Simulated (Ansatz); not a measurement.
# InSe monolayer: phonons and vibrational spectra, part 3 of 3

Aim: the vibrations of InSe monolayer, their spectra, and whether the structure is stable.

Ansatz 0.2.0; DFT LDA, scalar-relativistic, plane waves, PAW.

So far. Step 3 (Relaxing to small forces for the phonons): The largest force component left is 0.10 meV/Å, within the tolerances set. Step 4 (Modes at Γ): Before it was imposed, the acoustic sum rule was missed by 9.4e-5 eV/Å² and the charge sum rule by 0.0052 e. Small misses are needed for a sound result but don't prove that mesh and cutoff are converged. The lowest optical mode is real, 37.2 cm⁻¹.

## Step 5: Response at finite wavevector (continued)

The partial phonon density of states has structure finer than the step of the table below, so its rows give means over 20 cm⁻¹, whole bins alone (the curve runs from -21.5 to 249 cm⁻¹). Peaks (cm⁻¹: height): In 44.9: 0.0984, 61.9: 0.0662, 87.5: 0.0641, 124.9: 0.0204, 179.3: 0.0969, 198.1: 0.0903, 228.7: 0.102; Se 48.3: 0.049, 61.9: 0.0466, 87.5: 0.0583, 124.9: 0.0316, 179.3: 0.186, 196.4: 0.124, 228.7: 0.0558.

Phonopy on the run's constants, 17x17x1 mesh, Gaussian sigma 2.0 cm-1. Interpolated from a 3×3×1 q mesh. The partial phonon density of states by wavenumber; means over each step; values in 1/cm⁻¹/cell:

```
wavenumber (cm⁻¹)       In       Se
                0  0.00297  0.00203
               20   0.0108  0.00682
               40   0.0541   0.0274
               60   0.0488   0.0314
               80   0.0348   0.0231
              100  0.00660   0.0114
              120   0.0121   0.0202
              140  0.00253  0.00328
              160   1.3e-5   2.2e-5
              180   0.0529   0.0964
              200   0.0416   0.0600
              220   0.0221   0.0119
```

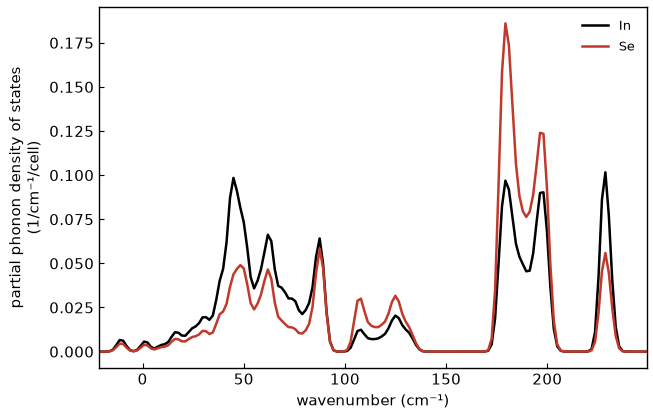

Partial phonon density of states, plotted against wavenumber.

Symmetry leaves 3 wavevectors to solve. The lowest mode among them, the acoustic zeros apart, lies at Γ and is real, 37.2 cm⁻¹. Between them the interpolated path dips to 6i cm⁻¹.

## Step 6: Another isotope, element In, natural mass 114.818 amu

An isotope changes the mass and not the force constants, so no new electronic calculation is needed; the shifts show which modes move this element.

The same force constants with the mass of In changed from 114.818 to 112.904 u (phonopy, no LO-TO term). Both lists are sorted by frequency; levels can cross, so a row need not hold one and the same mode. Modes under 3 cm⁻¹ are left out. Isotope shifts, by row:

```csv
q,rank,natural mass (cm⁻¹),changed mass (cm⁻¹)
0 0 0,4,37.22,37.41
0 0 0,5,37.22,37.41
0 0 0,6,109.6,109.9
0 0 0,7,175.7,176.3
0 0 0,8,175.7,176.3
0 0 0,9,179.7,180.3
0 0 0,10,179.7,180.3
0 0 0,11,203.7,204.4
0 0 0,12,232.2,233.5
0 0.3333 0,1,39.05,39.28
0 0.3333 0,2,42.52,42.74
0 0.3333 0,3,58.76,59.09
0 0.3333 0,4,60.39,60.66
0 0.3333 0,5,87.11,87.52
0 0.3333 0,6,119.5,119.9
0 0.3333 0,7,177.4,177.9
0 0.3333 0,8,178.8,179.3
0 0.3333 0,9,181.5,182
0 0.3333 0,10,199.9,200.6
0 0.3333 0,11,200.2,201
0 0.3333 0,12,229.2,230.5
0.3333 0.3333 0,1,45.08,45.28
0.3333 0.3333 0,2,45.6,45.89
0.3333 0.3333 0,3,76.1,76.56
0.3333 0.3333 0,4,87.85,88.4
0.3333 0.3333 0,5,89.05,89.42
0.3333 0.3333 0,6,124.2,124.6
0.3333 0.3333 0,7,182.1,182.4
0.3333 0.3333 0,8,185.6,186.3
0.3333 0.3333 0,9,189.1,189.9
0.3333 0.3333 0,10,191.3,191.7
0.3333 0.3333 0,11,195,195.5
0.3333 0.3333 0,12,226.7,227.9
```

A mode of this element alone would shift by +0.84 %. The highest zone-centre frequency without the field goes from 232.2 to 233.5 cm⁻¹ (+0.6 %). The product of the frequency ratios over all optical modes at Γ is 1.036; the product rule, (m/m′)^(3k/2) (M′/M)^(3/2) with k = 2 such atoms and M the mass of the cell, gives 1.036.

## Step 7: Another isotope, element Se, natural mass 78.971 amu

The same for Se, from 78.97 to 81.92 u.

The same force constants with the mass of Se changed from 78.971 to 81.917 u (phonopy, no LO-TO term). Both lists are sorted by frequency; levels can cross, so a row need not hold one and the same mode. Modes under 3 cm⁻¹ are left out. Isotope shifts, by row:

```csv
q,rank,natural mass (cm⁻¹),changed mass (cm⁻¹)
0 0 0,4,37.22,36.96
0 0 0,5,37.22,36.96
0 0 0,6,109.6,108.2
0 0 0,7,175.7,173.8
0 0 0,8,175.7,173.8
0 0 0,9,179.7,177.8
0 0 0,10,179.7,177.8
0 0 0,11,203.7,201.5
0 0 0,12,232.2,230.9
0 0.3333 0,1,39.05,38.83
0 0.3333 0,2,42.52,42.23
0 0.3333 0,3,58.76,58.4
0 0.3333 0,4,60.39,59.86
0 0.3333 0,5,87.11,86.41
0 0.3333 0,6,119.5,118.1
0 0.3333 0,7,177.4,175.2
0 0.3333 0,8,178.8,176.6
0 0.3333 0,9,181.5,179.4
0 0.3333 0,10,199.9,197.7
0 0.3333 0,11,200.2,198.3
0 0.3333 0,12,229.2,227.7
0.3333 0.3333 0,1,45.08,44.67
0.3333 0.3333 0,2,45.6,45.4
0.3333 0.3333 0,3,76.1,75.7
0.3333 0.3333 0,4,87.85,87.45
0.3333 0.3333 0,5,89.05,88.22
0.3333 0.3333 0,6,124.2,122.7
0.3333 0.3333 0,7,182.1,179.5
0.3333 0.3333 0,8,185.6,183.9
0.3333 0.3333 0,9,189.1,187.4
0.3333 0.3333 0,10,191.3,188.7
0.3333 0.3333 0,11,195,192.5
0.3333 0.3333 0,12,226.7,225.2
```

A mode of this element alone would shift by -1.81 %. The highest zone-centre frequency without the field goes from 232.2 to 230.9 cm⁻¹ (-0.5 %). The product of the frequency ratios over all optical modes at Γ is 0.917; the product rule, (m/m′)^(3k/2) (M′/M)^(3/2) with k = 2 such atoms and M the mass of the cell, gives 0.916.

## Step 8: Summary of results

```yaml
space_group_after_relaxation_within_0p01_a: P-6m2
area_per_atom: 3.38 Å²
gap_on_the_k_mesh: 1.67 eV
highest_optical_mode_at_the_zone_centre_no_lo_to_term: 232 cm⁻¹
lowest_optical_zone_centre_mode: 37.2 cm⁻¹
largest_born_charge_third_of_the_trace: 1.61 e
lowest_mode_on_the_q_mesh_acoustic_modes_at_gamma_apart: 37.2 cm⁻¹
highest_frequency_on_the_path_or_at_a_solved_wavevector: 232 cm⁻¹
imaginary_modes_on_the_3x3x1_q_mesh: none
```

No mode is imaginary at the 3 irreducible wavevectors solved, but between them the interpolated path dips to 6.4i cm⁻¹, so stability is not settled. Without the field, the optical modes at Γ span 37 to 232 cm⁻¹. The highest mode in this list at Γ, 232.2 cm⁻¹, is mostly motion of In (70 % of the kinetic energy). The strongest infrared line is at 180 cm⁻¹. Averaged over orientations, the strongest Raman line at 532 nm and 300 K is at 110 cm⁻¹. The tensors are the static, non-resonant ones, while 532 nm light (2.33 eV) lies above the computed gap. In a sheet or slab the interpolated bending branch near Γ is rough, since the rotational sum rule isn't imposed. Dielectric tensors refer to the cell with its vacuum. The starting cell was built on a prototype and not taken from a measurement. These are harmonic frequencies at zero temperature: anharmonic shifts, linewidths and thermal expansion are left out.

[Logs are printed without paths, hosts, clocks, repeated set-up lines and the standing remarks that a program may print on its own settings, such as how far it seeks lower states.]

[Hosts, paths, dates, database ids (printed as entryN), source tags and the programs' standing remarks are cut or masked in the printed files.]
